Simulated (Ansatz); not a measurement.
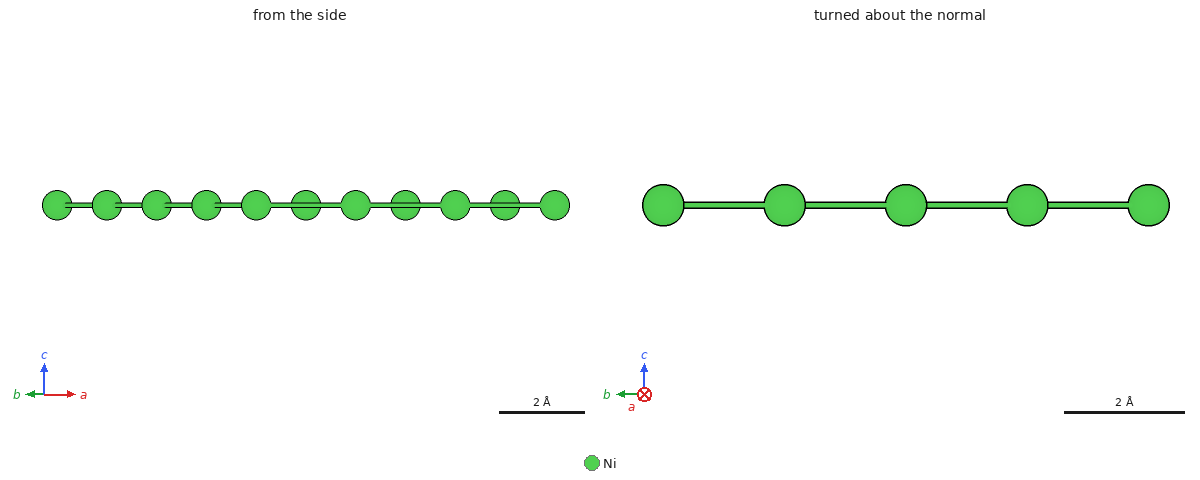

A ball-and-stick picture of a periodic sheet, seen from the side and turned about the normal. The surface normal points up in side views; the vacuum is left out. 3×4 cells are drawn in the plane, with atoms at the edges repeated.

The cell holds 1 Ni.

Question: How thick is it?

Answer: About 0.0 Å from the lowest to the highest atom.

Question: What does the bonding look like?

Answer: Each Ni atom is coordinated by six Ni at about 2.4 Å. The bonds build Ni layers parallel to the surface.

The initial geometry was a structure type filled with this element by a generator (whether the element takes this form wasn't checked). Relaxation method: Ansatz 0.2.0, DFT PBE, scalar-relativistic, plane waves, PAW.
